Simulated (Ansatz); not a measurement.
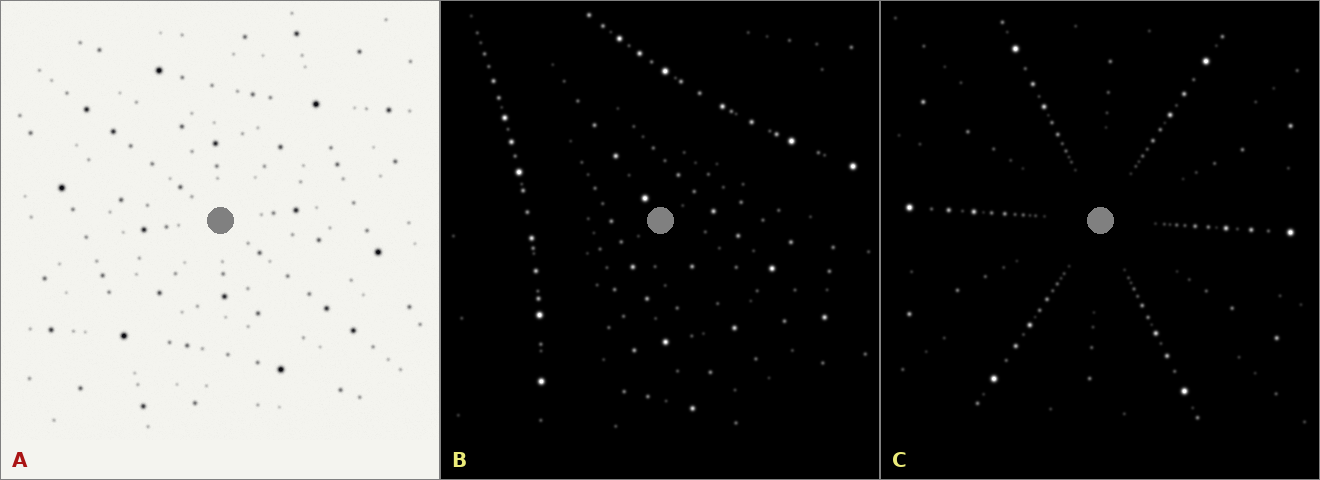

Simulated back-reflection Laue patterns (white X-rays, 0.45 to 2.2 Å, flat plate covering ±45° about the beam, kinematic intensities, seen from the source). Crystal: Dy, space group P6_3/mmc (No. 194), a = 3.68 Å, c = 5.95 Å (hexagonal axes). Structure: the input geometry of an electronic-structure calculation (not necessarily at equilibrium).

Question: The directions [001], [100], [101] point towards the source, in some order. Which is which?

Answer: A: [100], symmetry 2mm (a twofold axis with two mirror lines). B: [101], symmetry m (one mirror line). C: [001], symmetry 6mm (a sixfold axis with mirror lines). The Laue class is 6/mmm.
